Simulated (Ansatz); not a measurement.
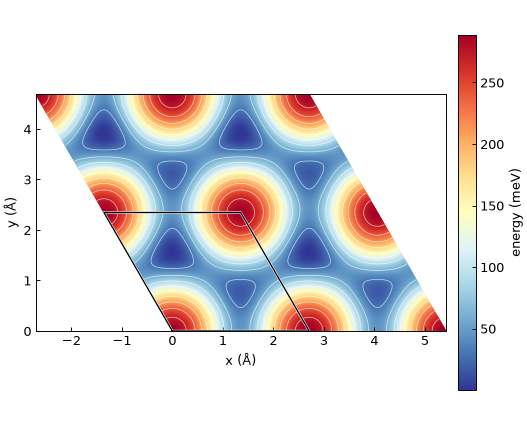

Li on a Rh(111) slab cut from the Fm-3m phase, its upper half relaxed before the scan (12 atoms of substrate and one adsorbate in a 2 × 2 cell). Li is moved over the surface cell; relaxed at each place: the height of the adsorbate's atoms; substrate rigid; the origin of the map has the adsorbate above Rh9. Places are given modulo a cell vector. The map is drawn in real space over the plane of the surface. The grid has 6 × 6 points; 10 points were computed and 26 follow by symmetry. Places are given in fractions of the 1 × 1 surface cell. Energies are in meV, from the lowest grid point. These are results of DFT PBE, scalar-relativistic, plane waves, PAW in Ansatz 0.2.0, not measurements. Settings: cutoff 420 eV, k-mesh 6×6×1, gaussian smearing 0.1 eV, no spin polarisation.

Drawn: a smooth colour map with a few white contour lines, the outline of one cell of the 2 × 2 shown. Between grid points the surface is interpolated.

The lowest grid point is at a threefold hollow over a second-layer Rh atom, (2/6, 4/6) of the cell vectors. There is a further well near a threefold hollow over a third-layer Rh atom, (4/6, 2/6) of the cell vectors (16 meV above the lowest at that grid point). The highest grid point, the top site over a surface Rh atom, (0/6, 0/6) of the cell vectors, lies 289 meV above the lowest. On the interpolated surface the easiest way out of the lowest well to the well at a threefold hollow over a third-layer Rh atom, (4/6, 2/6) of the cell vectors passes a barrier of about 46 meV. At the lowest point the adsorbate has 3 Rh at 2.59 Å as nearest neighbours, at the highest 1 Rh at 2.30 Å. Its relaxed height above the top atom is 2.06 Å at the lowest and 2.30 Å at the highest point.

Li is replaced by Cl; all else is set up alike.

What does this change do to the map?

The minimum (interpolated where it lies between grid points) moves from a threefold hollow over a second-layer Rh atom, (2/6, 4/6) of the cell vectors to a threefold hollow over a third-layer Rh atom, (4/6, 2/6) of the cell vectors. The span from the lowest to the highest grid point grows from 289 to 442 meV. The easiest pass out of the lowest well goes from about 46 to about 141 meV on the interpolated surfaces. Higher wells of the new map: a threefold hollow over a second-layer Rh atom, (2/6, 4/6) of the cell vectors, 110 meV up (that grid point lay 0 meV up before). In the new map: at the lowest point the adsorbate has 3 Rh at 2.47 Å as nearest neighbours, at the highest 1 Rh at 2.28 Å. Its relaxed height above the top atom is 1.91 Å at the lowest and 2.28 Å at the highest point.

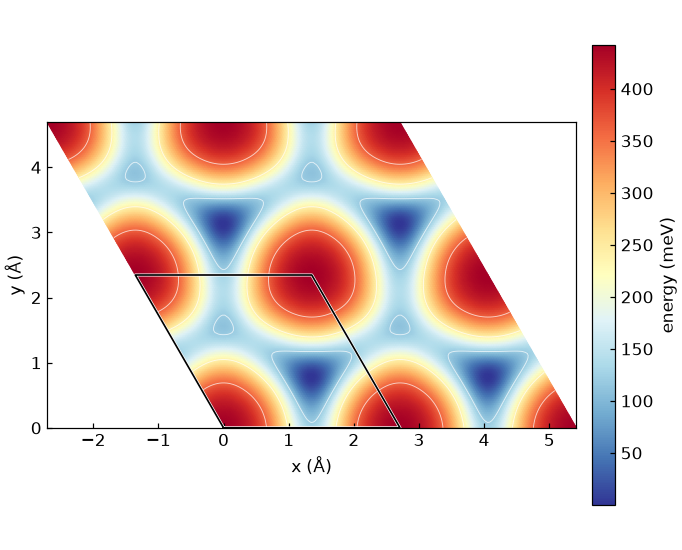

The map after the change, on a colour scale of its own. The picture shows a smooth colour map with a few white contour lines, the outline of one cell of the 2 × 2 shown. Between grid points the surface is interpolated.

PAW datasets: the set soft_1.
